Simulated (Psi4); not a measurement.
**SnO (tin(ii) oxide) at B3LYP/def2-SVP (core potential, sweep point 6)**

What is the vertical singlet–triplet gap of SnO (tin(ii) oxide) at B3LYP/def2-SVP (core potential, sweep point 6)? 

Program for the calculation: Psi4 1.11.

4 further runs of the same task are left out: 4 set aside as unsound or not needed.

## Step 1: The system as given

The species is SnO (2 atoms), meant as a singlet with charge 0. SMILES: `[O]=[Sn]`. The shape comes from GFN2-xTB, which is rough for such elements, and wasn't checked as a minimum.

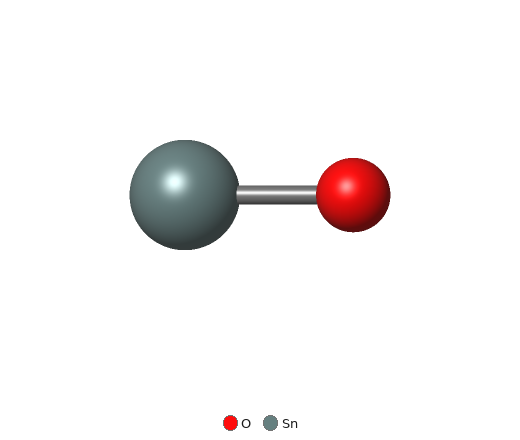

Viewed from a chosen angle; oxygen red, tin teal.

## Step 2: The energy at B3LYP/def2-SVP (core potential, sweep point 6)

The input, input.in:

```
memory 1600 MB

molecule {
  0 1
  O      0.000000     0.000000     0.000000
  Sn     0.000000     0.000000     1.803580
  symmetry c1
}

set globals {
  puream               true
  scf_type             pk
  dft_radial_points    99
  dft_spherical_points 590
}

energy_value, wavefunction = energy('b3lyp/def2-SVP', return_wfn=True)
```

Command:

```bash
$ psi4 -i input.in -o input.out -n 1
```

input.out:

```text
[...]
    !!!  WARNING: ECP capability is in beta. Please check occupations closely.  !!!
[...]
  Running in c1 symmetry.
[...]
  Nuclear repulsion =   51.639067342685109
[...]
  Multiplicity = 1
[...]
  Nalpha       = 15
  Nbeta        = 15
[...]
    Number of basis functions: 40
[...]
   @RKS iter   1:  -289.03197361084921   -1.18393e+00   2.50064e-02 ADIIS/DIIS
[...]
   @RKS iter   9:  -289.51561112729325   -1.03849e-07   6.60451e-07 DIIS
[...]
    Orbital Energies [Eh]
    ---------------------
    Doubly Occupied:
       1A    -19.098787     2A     -5.107605     3A     -3.451540
       4A     -3.451540     5A     -3.441669     6A     -1.052088
       7A     -1.034917     8A     -1.034917     9A     -1.027127
      10A     -1.027127    11A     -0.839291    12A     -0.425924
      13A     -0.280125    14A     -0.280125    15A     -0.270218
[...]
  @RKS Final Energy:  -289.51561112729325
   => Energetics <=
    Nuclear Repulsion Energy =             51.6390673426851095
    One-Electron Energy =                -583.3258938096821566
    Two-Electron Energy =                 263.8142799060354378
    DFT Exchange-Correlation Energy =     -21.6430645663317200
    Empirical Dispersion Energy =           0.0000000000000000
    VV10 Nonlocal Energy =                  0.0000000000000000
    Total Energy =                       -289.5156111272932549
[...]
 Multipole Moments:
 ------------------------------------------------------------------------------------
     Multipole            Electronic (a.u.)      Nuclear  (a.u.)        Total (a.u.)
 ------------------------------------------------------------------------------------
 L = 1.  Multiply by 2.5417464519 to convert [e a0] to [Debye]
 Dipole X            :          0.0000001            0.0000000            0.0000001
 Dipole Y            :         -0.0000000            0.0000000           -0.0000000
 Dipole Z            :         16.6792337          -15.2317011            1.4475326
 Magnitude           :                                                    1.4475326
[...]
```

Run time: 3.3 s. Hardware: 1 thread of AMD EPYC 7B13 (Zen 3), shared host; peak memory 0.32 GiB.

## Step 3: The triplet

The input, calc.inp:

```
memory 1.6 GB

molecule m {
  0 3
  O      0.000000     0.000000     0.000000
  Sn     0.000000     0.000000     1.803580
  units angstrom
  symmetry c1
}

set {
  basis def2-SVP
  reference uks
  puream true
  scf_type pk
  dft_radial_points 99
  dft_spherical_points 590
  maxiter 150
}

result = energy('b3lyp')
print_variables()
```

Command:

```bash
$ psi4 calc.inp calc.out -n 1
```

calc.out:

```text
[...]
    !!!  WARNING: ECP capability is in beta. Please check occupations closely.  !!!
[...]
  Running in c1 symmetry.
[...]
  Nuclear repulsion =   51.639067342685109
[...]
  Multiplicity = 3
[...]
  Nalpha       = 16
  Nbeta        = 14
[...]
    Number of basis functions: 40
[...]
   @UKS iter   1:  -288.96656381033262   -1.11852e+00   2.30328e-02 DIIS/ADIIS
[...]
   @UKS iter  12:  -289.39989777333221   -1.62100e-09   1.31802e-07 DIIS
[...]
   @S^2 Observed:                2.008738898E+00
[...]
    Orbital Energies [Eh]
    ---------------------
    Alpha Occupied:
       1A    -19.156381     2A     -5.122119     3A     -3.466275
       4A     -3.465574     5A     -3.456259     6A     -1.085299
       7A     -1.049922     8A     -1.041272     9A     -1.041110
      10A     -1.040795    11A     -0.902694    12A     -0.479970
      13A     -0.343758    14A     -0.338324    15A     -0.331431
      16A     -0.151684
    Alpha Virtual:
      17A     -0.100976    18A      0.005272    19A      0.134163
      20A      0.221107    21A      0.221109    22A      0.282763
      23A      0.317371    24A      0.319667    25A      0.376636
[...]
  @UKS Final Energy:  -289.39989777333221
   => Energetics <=
    Nuclear Repulsion Energy =             51.6390673426851095
    One-Electron Energy =                -582.5554594937234469
    Two-Electron Energy =                 263.1531986729693244
    DFT Exchange-Correlation Energy =     -21.6367042952632822
    Empirical Dispersion Energy =           0.0000000000000000
    VV10 Nonlocal Energy =                  0.0000000000000000
    Total Energy =                       -289.3998977733322135
[...]
 Multipole Moments:
 ------------------------------------------------------------------------------------
     Multipole            Electronic (a.u.)      Nuclear  (a.u.)        Total (a.u.)
 ------------------------------------------------------------------------------------
 L = 1.  Multiply by 2.5417464519 to convert [e a0] to [Debye]
 Dipole X            :          0.0000063            0.0000000            0.0000063
 Dipole Y            :         -0.0000024            0.0000000           -0.0000024
 Dipole Z            :         16.3038328          -15.2317011            1.0721317
 Magnitude           :                                                    1.0721317
[...]
```

It took 5.1 s on 1 thread of AMD EPYC 7B13 (Zen 3), shared host; peak memory 0.32 GiB.

## Step 4: Summary of results

At B3LYP/def2-SVP (core potential, sweep point 6):

```
                                        quantity          value
                           singlet: total energy  -289.51561 Eh
                          singlet: dipole moment         3.68 D
                            singlet: HOMO energy       -7.35 eV
                            singlet: LUMO energy       -2.25 eV
                          singlet: HOMO–LUMO gap        5.10 eV
                           triplet: total energy  -289.39990 Eh
                          triplet: dipole moment         2.73 D
     triplet: HOMO energy (highest over α and β)       -4.13 eV
                                   triplet: ⟨S²⟩          2.009
vertical energy of the triplet above the singlet       3.149 eV
```

In words: At this shape the triplet lies 3.15 eV (73 kcal/mol) above the singlet.
